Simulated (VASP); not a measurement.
Band structure of PbO2 (rutile). Calculation: rev-vdW-DF2, VASP's PBE PAW potentials (set 64) (plane waves; VASP).

Unless said otherwise, spin-orbit coupling is left out, though it shifts the bands of the heavy elements here.

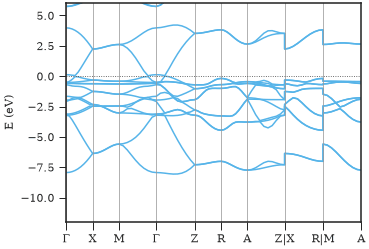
Figure. Bands along high-symmetry lines, zero at the valence-band maximum or, without a gap, the Fermi level

### Question
Read the plot: is there a gap, and where are the band edges?

### Answer
The gap is indirect, 0.03 eV, from the valence maximum at Γ-Z at 0.22 to the conduction minimum at M-Γ at 0.78. (Edges off the drawn lines would not show.)

The compound is PbO2 in the rutile structure. It was relaxed first.
